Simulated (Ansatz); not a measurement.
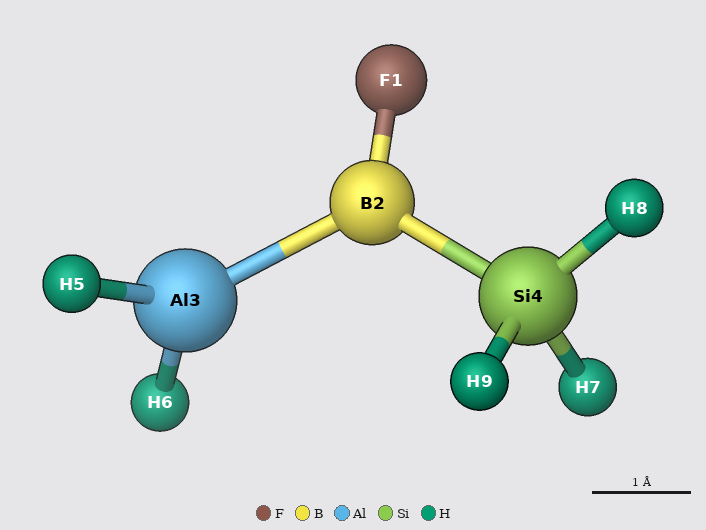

Orthographic view with a scale bar. The geometry was computed by an optimisation with PBE-D4/def2-SVP. No frequency run is at hand to confirm it as a minimum.

Reconstruct the coordinates (Å) as seen: x to the right, y up, z towards the viewer, origin at the mean of the atomic positions.

```xyz
9
AlBFH5Si
F    0.13   2.07  -0.77
B   -0.07   0.82  -0.33
Al  -1.98  -0.18  -0.55
Si   1.53  -0.14   0.56
H   -3.14  -0.01   0.55
H   -2.24  -1.23  -1.75
H    2.14  -1.07  -0.47
H    2.61   0.76   1.09
H    1.03  -1.01   1.69
```
